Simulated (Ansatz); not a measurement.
```xyz
7

F    -0.9616   -1.8657   -1.3370
Al   -0.0438   -0.9396   -0.2286
O    -0.3138    2.0265    0.5978
Si   -1.2813    0.7943    1.2128
H     0.9570   -1.9265    0.6098
H     0.2819    1.6652   -0.0889
H     0.8367    0.2259   -1.0446
```

Geometry: PBE0-D4/def2-TZVPD.

Theory: RKS PBE0-D4/def2-TZVPPD in Ansatz 0.2.0.

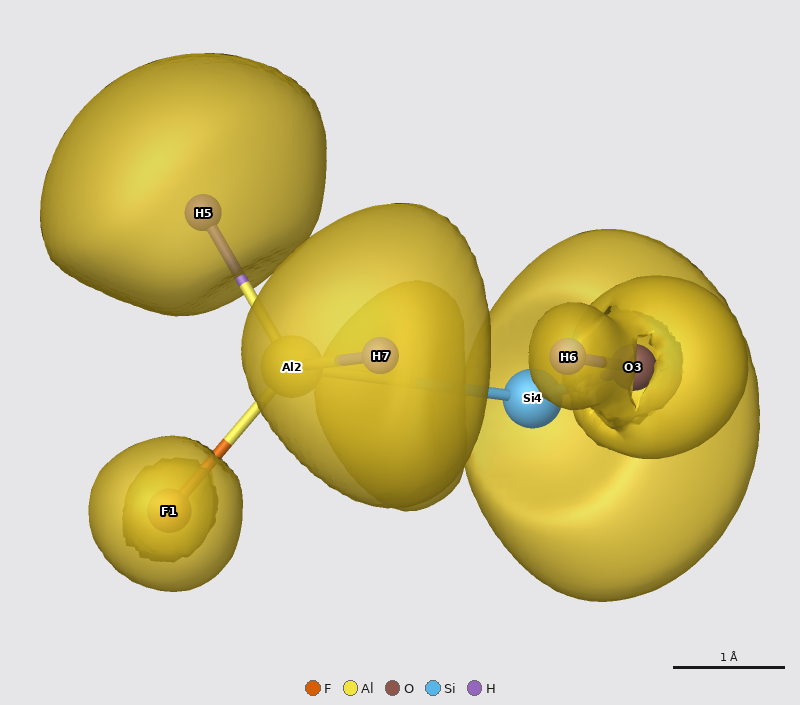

AlFH$_{3}$OSi (charge −1). Isosurface of the electron localisation function at 0.8 (yellow), seen from one side. Only the valence region is drawn (cores and ρ < 0.01 e/Å³ removed).

Describe the localisation domains.

Answer. At this value the surface marks out two regions around hydrogen nuclei, one region on Si in which the atom's valence shell and bonds are merged, one lobe on Si, pointing away from the bonds (lone pairs), one region wrapped around F (its valence shell) and one joined region spread over several atoms (H, O), in which their bonds and any lone pairs are merged. Along the contacts the grid gives the following. Si–O (1.68 Å): the ELF peaks at about 0.85 between the atoms (a polar covalent bond). Al–F (1.71 Å): the ELF peaks at about 0.85 in the valence shell of F, 0.6 Å from its nucleus, and is about 0.35 at the midpoint.
